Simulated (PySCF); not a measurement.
**One shape, several levels: CH5AlO (SMILES [CH3][AlH][OH])**

We compute a comparison of 5 runs (HF/STO-3G, B3LYP/6-31G*, B2PLYP/6-311G**, PBE/aug-cc-pVDZ, CCSD/6-31G*) of CH5AlO. Input form: a Python script.

The results are computed with PySCF 2.14.0.

**1. The molecule**

CH5AlO has 8 atoms, charge 0, and is taken as a singlet. As SMILES, `[CH3][AlH][OH]`. The shape is that of a PBE0-D4/def2-TZVP optimisation. This is one conformer, not always the lowest.

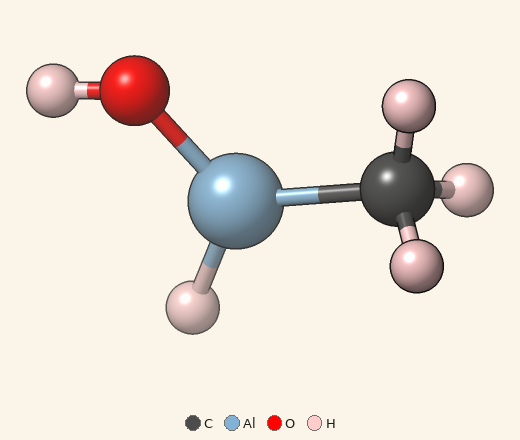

Viewed from a chosen angle; carbon dark grey, aluminium light blue, oxygen red, hydrogen pink.

**2. Energy and forces at HF/STO-3G (run 1)**

The input, run.py:

```python
from pyscf import gto

mol = gto.M(
    atom='''
C       -0.777900       0.982200      -0.070900
Al       0.579700      -0.394200      -0.239900
O        0.544600      -1.676400       0.876800
H       -0.325100       1.954500       0.149300
H       -1.491400       0.755400       0.724300
H       -1.335700       1.105000      -1.004800
H        1.716800      -0.394500      -1.350200
H        1.181200      -2.389100       0.859500
''',
    basis='sto-3g',
    verbose=4,
    charge=0,
    max_memory=1860,
)

hf = mol.RHF()
hf.conv_tol = 1e-10
hf.kernel()
if not hf.converged:
    hf = hf.newton().run(hf.mo_coeff, hf.mo_occ)

energy = hf.e_tot
print('E(%s) = %.9f' % ('HF', energy))
grad = hf.nuc_grad_method().kernel()
hf.analyze()
```

On the command line:

```bash
OMP_NUM_THREADS=1 python run.py
```

The log of the run:

```text
PySCF version 2.14.0

[... 75 lines left out ...]
Nuclear Repulsion Energy =              98.976519636215855
[... 3 lines left out ...]
DFT Exchange-Correlation Energy =      -33.762579857117856
[... 5 lines left out ...]
MO #4   energy= -4.7265816147757   occ= 2
[... 3 lines left out ...]
MO #8   energy= -1.17562358326164  occ= 2
[... 3 lines left out ...]
MO #12  energy= -0.485949433567328 occ= 2
[... 3 lines left out ...]
MO #16  energy= -0.308263413999359 occ= 2
[... 3 lines left out ...]
MO #20  energy= 0.714611896387377  occ= 0
[... 3 lines left out ...]
MO #24  energy= 0.853013976757348  occ= 0
[... 35 lines left out ...]
Dipole moment(X, Y, Z, Debye):  0.87420, -0.18619, -0.69732
```

Wall time 3.3 s (1 thread of Intel Xeon at 2.50GHz (Skylake/Cascade Lake), shared host); peak memory 0.12 GiB.

**3. Energy and gradient at B3LYP/6-31G(d) (spherical functions) (run 2)**

The input, run.py:

```python
# [CH3][AlH][OH]
import pyscf.grad
from pyscf import gto, dft

system = gto.Mole()
system.atom = '''
C       -0.777900       0.982200      -0.070900
Al       0.579700      -0.394200      -0.239900
O        0.544600      -1.676400       0.876800
H       -0.325100       1.954500       0.149300
H       -1.491400       0.755400       0.724300
H       -1.335700       1.105000      -1.004800
H        1.716800      -0.394500      -1.350200
H        1.181200      -2.389100       0.859500
'''
system.spin = 0
system.basis = '6-31g*'
system.verbose = 4
system.max_memory = 1860
system.build()

myscf = dft.RKS(system)
myscf.xc = 'b3lyp'
myscf.conv_tol = 1e-10
myscf.grids.level = 5
myscf.kernel()
if not myscf.converged:
    myscf = myscf.newton().run(myscf.mo_coeff, myscf.mo_occ)

e_final = myscf.e_tot
print('Final energy', e_final)
grad = myscf.Gradients().kernel()
myscf.analyze()
```

On the command line:

```bash
OMP_NUM_THREADS=1 python run.py
```

The log of the run:

```text
PySCF version 2.14.0

[... 96 lines left out ...]
DFT Exchange-Correlation Energy =      -34.649704441473993
[... 9 lines left out ...]
MO #8   energy= -0.963728667539799 occ= 2
[... 7 lines left out ...]
MO #16  energy= -0.277927546479199 occ= 2
[... 7 lines left out ...]
MO #24  energy= 0.17515535716418   occ= 0
[... 7 lines left out ...]
MO #32  energy= 0.592289676909899  occ= 0
[... 7 lines left out ...]
MO #40  energy= 0.981349440180499  occ= 0
[... 7 lines left out ...]
MO #48  energy= 1.75047751466286   occ= 0
[... 7 lines left out ...]
MO #56  energy= 2.4954521505545    occ= 0
[... 67 lines left out ...]
Dipole moment(X, Y, Z, Debye):  0.54344, -0.17642, -0.37260
```

Wall time 33 s (1 thread of Intel Xeon at 2.50GHz (Skylake/Cascade Lake), shared host); peak memory 0.57 GiB.

Runs 3 to 4 aren't shown in full; the table further down has their settings and results.

**4. The energy at CCSD/6-31G(d) (spherical functions) (run 5)**

The input, calc.py:

```python
# [CH3][AlH][OH]
from pyscf import gto, scf, cc

molecule = gto.Mole()
molecule.atom = [
    ('C', (-0.777900, 0.982200, -0.070900)),
    ('Al', (0.579700, -0.394200, -0.239900)),
    ('O', (0.544600, -1.676400, 0.876800)),
    ('H', (-0.325100, 1.954500, 0.149300)),
    ('H', (-1.491400, 0.755400, 0.724300)),
    ('H', (-1.335700, 1.105000, -1.004800)),
    ('H', (1.716800, -0.394500, -1.350200)),
    ('H', (1.181200, -2.389100, 0.859500)),
]
molecule.spin = 0
molecule.max_memory = 1860
molecule.charge = 0
molecule.verbose = 4
molecule.basis = '6-31g*'
molecule.build()

mf = scf.RHF(molecule)
mf.conv_tol = 1e-10
mf.kernel()
if not mf.converged:
    mf = mf.newton().run(mf.mo_coeff, mf.mo_occ)

mycc = cc.CCSD(mf, frozen=7)
mycc.kernel()
e_tot = mycc.e_tot
print('Final energy', e_tot)
mf.analyze()
```

On the command line:

```bash
OMP_NUM_THREADS=1 python calc.py
```

The log of the run:

```text
PySCF version 2.14.0

[... 75 lines left out ...]
Init t2, MP2 energy = -357.95195302042  E_corr(MP2) -0.364160394693898
[... 20 lines left out ...]
DFT Exchange-Correlation Energy =      -33.465644339428877
[... 9 lines left out ...]
MO #8   energy= -1.29191393012287  occ= 2
[... 7 lines left out ...]
MO #16  energy= -0.405986835044513 occ= 2
[... 7 lines left out ...]
MO #24  energy= 0.321339820190046  occ= 0
[... 7 lines left out ...]
MO #32  energy= 0.776797405114011  occ= 0
[... 7 lines left out ...]
MO #40  energy= 1.27548482057754   occ= 0
[... 7 lines left out ...]
MO #48  energy= 2.04801923880266   occ= 0
[... 7 lines left out ...]
MO #56  energy= 2.82985751580382   occ= 0
[... 67 lines left out ...]
Dipole moment(X, Y, Z, Debye):  0.74347, -0.12810, -0.61148
```

It took 5.4 s on 1 thread of Intel Xeon at 2.50GHz (Skylake/Cascade Lake), shared host; peak memory 0.16 GiB.

**5. The series**

```tsv
run	level	integration grid	task	energy (Eh)	dipole moment (D) of the reference	HOMO energy (eV)	LUMO energy (eV)	wall time
1	HF/STO-3G	–	gradient	-353.207757	1.13	-8.39	9.59	3.3 s
2	B3LYP/6-31G* (spherical functions)	5	gradient	-358.815424	0.68	-7.56	-0.46	33 s
3	B2PLYP/6-311G**	5	energy	-358.627786	0.83	-9.13	0.48	27 s
4	PBE/aug-cc-pVDZ	5	gradient	-358.547027	0.52	-6.71	-1.35	80 s
5	CCSD/6-31G* (spherical functions)	–	energy	-357.981646	0.97	-11.05	2.29	5.4 s
```

**6. Results**

```
                                          quantity          value
                               run 5: total energy  -357.98165 Eh
       run 5: dipole moment (Hartree–Fock density)         0.97 D
        run 5: HOMO energy (Hartree–Fock orbitals)      -11.05 eV
        run 5: LUMO energy (Hartree–Fock orbitals)        2.29 eV
      run 5: HOMO–LUMO gap (Hartree–Fock orbitals)       13.33 eV
run 5: correlation energy (7 core orbitals frozen)     -393.9 mEh
                              run 5: T1 diagnostic          0.013
```

In words: Over runs 1, 2, 3, 4 the dipole moment (its size) runs from 0.52 D (PBE/aug-cc-pVDZ) to 1.13 D (HF/STO-3G). The two ends differ in method and basis. Over runs 1, 2, 3, 4 the HOMO–LUMO gap runs from 5.37 eV (PBE/aug-cc-pVDZ) to 17.98 eV (HF/STO-3G). Totals of different functionals can't be ranked against each other. In run 1 the basis is minimal, so the values are rough. All runs together took 2.5 min, the longest 80 s.
